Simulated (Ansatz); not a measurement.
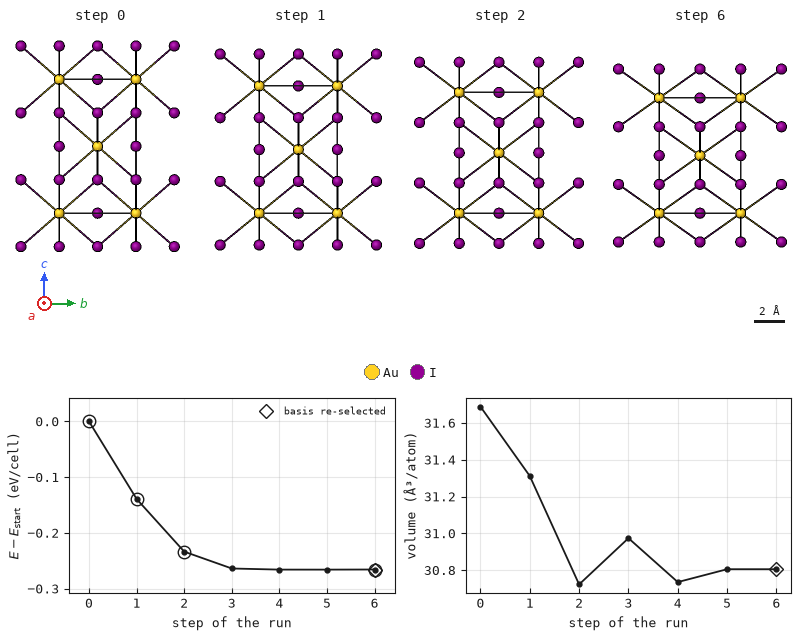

Frames of a relaxation of crystalline AuI₃ (a generated structure, set up in I4/mmm), marked on the history of the run. A ball-and-stick model of the conventional cell (2 times the calculation's cell), seen along the a axis. Lengths and directions refer to the drawn axes.

Computed with DFT PBE, scalar-relativistic, plane waves, PAW (Ansatz 0.2.0).

The input:
```yaml
crystal:
  lattice:
    - [-2.62858559, 2.62858559, 4.58625077]
    - [2.62858559, -2.62858559, 4.58625077]
    - [2.62858559, 2.62858559, -4.58625077]
  atoms:
    - { symbol: Au, position: [0.0, 0.0, 0.0] }
    - { symbol: I, position: [0.25, 0.75, 0.5] }
    - { symbol: I, position: [0.75, 0.25, 0.5] }
    - { symbol: I, position: [0.5, 0.5, 0.0] }
basis:
  ecutwfc: 420
kpoints:
  mp_grid: { grid: [12, 12, 12] }
hamiltonian:
  xc: pbe
scf:
  occupations: { method: gaussian, width: 0.1 }
output:
  forces: true
  stress: true
  eigenvalues: true
  write_density: true
  write_potential: true
  elf: true
  volumetric_format: npy
relax:
  adjacent_minimum: "off"
  f_tol: 0.01
  max_steps: 80
  cell: { stress_tol: 0.05 }
```

Run as
```bash
ansatz run input.yaml --threads 1 --pin off --max-ram 2560MiB --backend cpu --events-out ev --progress --plain --runs-dir out
```

> Describe the path.

After 5 accepted moves (6 points after the start) the energy has fallen by 0.266 eV per cell of the calculation. All forces vanish by symmetry, so only the cell relaxes. The pressure goes from −0.22 to 0.00 GPa. At 1 point the geometry stayed and the basis and grid were re-selected for the new cell (energy shift of 0.2 meV per cell of the calculation at most each time). The atoms keep their places relative to the cell (all moves are under 0.005 Å). Cell: a = b 5.257 → 5.585 Å (+6.2 %), c 9.173 → 7.901 Å (−13.9 %). Volume −2.8 %. Some distances before and after: Au1–I2 3.488 → 3.420 Å. The space group (tolerance 0.01 Å) goes from I4/mmm (No. 139) to Fm-3m (No. 225). The run took 12 min on 1 thread of Intel(R) Xeon(R) Processor @ 2.50GHz (Skylake/Cascade Lake), on a shared host, peak memory 0.86 GiB. From step 0 to 1: volume −1.2 %, energy −0.139 eV per cell of the calculation. From step 1 to 2: volume −1.9 %, energy −94.5 meV per cell of the calculation. From step 2 to 6: volume +0.3 %, energy −32.0 meV per cell of the calculation.

| step | E − E(0), meV/atom | pressure, GPa | volume, Å³/atom | note |
| --- | --- | --- | --- | --- |
| 0 | 0.00 | -0.22 | 31.689 |  |
| 1 | -34.76 | -0.19 | 31.312 |  |
| 2 | -58.38 | 0.16 | 30.723 |  |
| 3 | -65.93 | -0.16 | 30.974 |  |
| 4 | -66.43 | 0.07 | 30.736 |  |
| 5 | -66.44 | 0.00 | 30.806 |  |
| 6 | -66.39 | 0.00 | 30.806 | same geometry, new basis |
